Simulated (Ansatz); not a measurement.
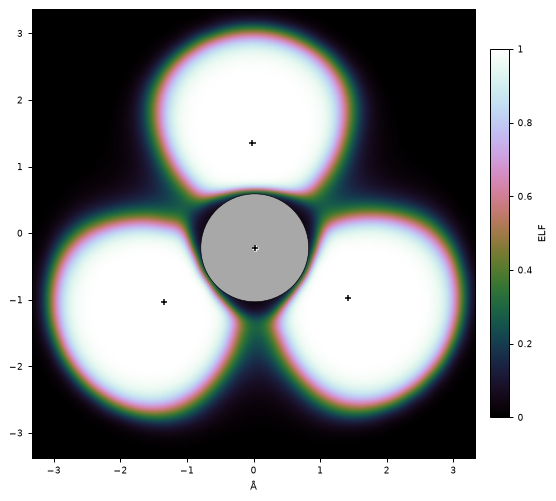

The electron localisation function on a plane through atoms (crosses mark nuclei in the plane; grey discs cover the cores).

Theory: RKS PBE0-D4/def2-SVP (Ansatz).

Candidates:
A. AlH$_{3}$···NH$_{3}$
B. CH$_{5}$BO$_{2}$···HF

Question: Which system is this?

Answer: Candidate A: AlH$_{3}$···NH$_{3}$ on the plane of atoms H2, Al1 and H4, which holds Al and H. Al–H (1.57 Å): the ELF climbs to about 1 towards the hydrogen.
